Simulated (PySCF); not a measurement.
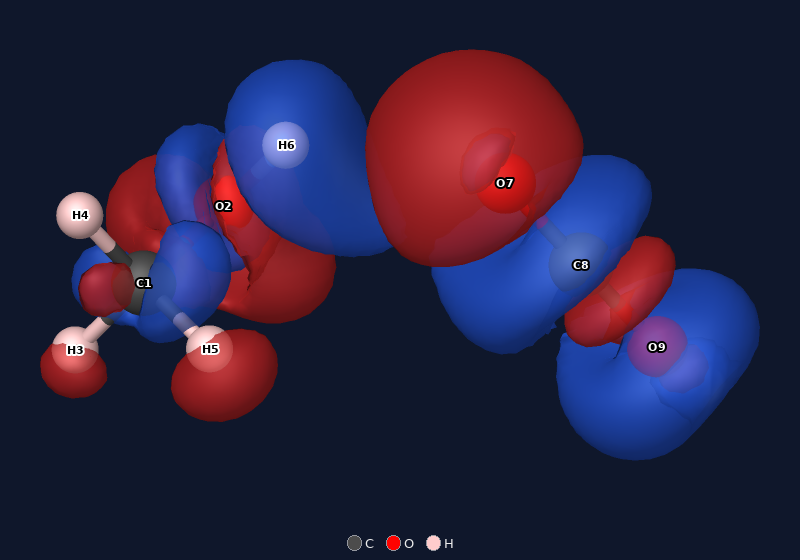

*C$_{2}$H$_{4}$O$_{3}$, SMILES `CO.O=C=O`. Density of the complex less the densities of the two fragments at the same geometry, ±0.001 e/Å³ (red: gain, blue: loss). Fragment A: H4CO (atoms 1–6); fragment B: CO2.*

Computed with PySCF, BP86/6-311+G**, geometry: GFN2-xTB.

Coordinates in Å:

```
C1      -2.4349   -0.3712    0.4218
O2      -1.7717    0.1056   -0.7223
H3      -3.0512   -1.2086    0.0993
H4      -3.0808    0.3947    0.8645
H5      -1.7286   -0.7222    1.1825
H6      -1.2142    0.8503   -0.4694
O7       0.9395    0.9081    0.2595
C8       1.7198    0.0921    0.0685
O9       2.5029   -0.7186   -0.1145
```

Q: How is the density rearranged on binding?

A: Hirshfeld charges show 0.006 e passing from B to A. By Hirshfeld charges, electrons gather most on O7 (−0.012 e) and leave O9 most (+0.010 e); 0.04 e is displaced in all, which induces a dipole of 0.24 D.

Q: What is the interaction energy, and which contacts carry it?

A: The counterpoise-corrected interaction energy of the frozen fragments is −0.2 kcal/mol without dispersion correction and −1.3 kcal/mol with D3(BJ). The pair geometry is semi-empirical, not a minimum at this level. Contacts: H6···O7, hydrogen bond, 2.27 Å, ρ = 0.012 a.u. The pose is a local one from a semi-empirical search, not shown to be the most stable.
